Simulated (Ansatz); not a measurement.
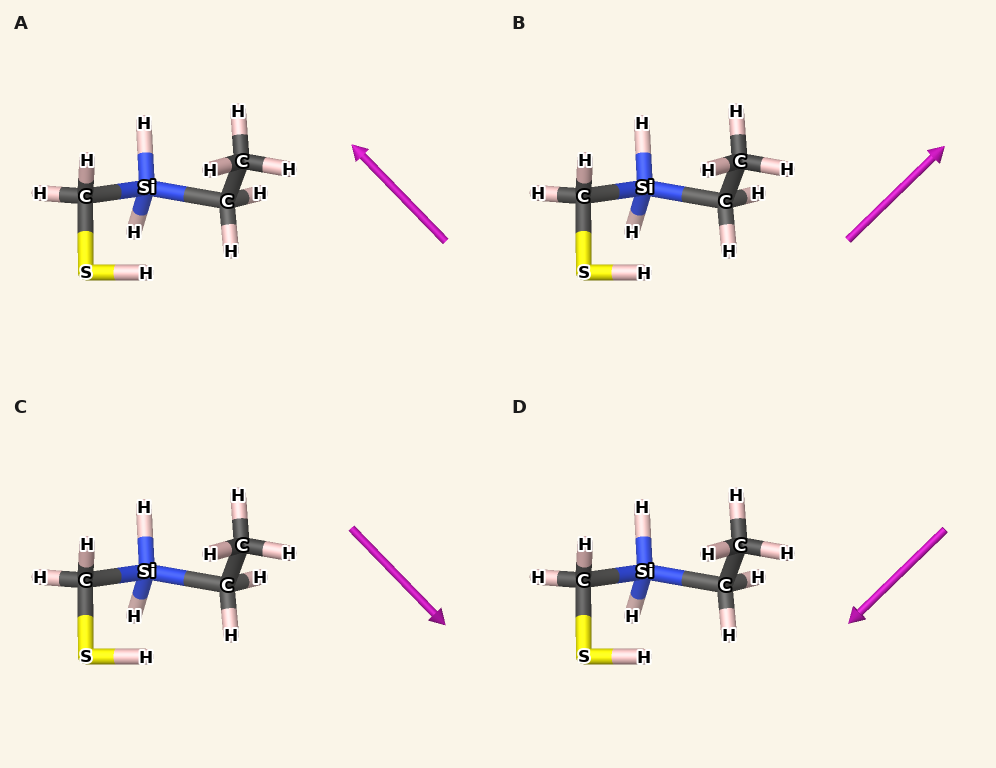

The same molecule four times, each with an arrow. The computed structure is the end point of a PBE0-D4/def2-TZVP optimisation. No frequency run is at hand to confirm it as a minimum. Properties computed with RKS ωB97M-V/def2-TZVPP (Ansatz 0.2.0).

Question: Which arrow points along the dipole moment, from the negative to the positive end?

Answer: B. The dipole moment is 1.45 D.
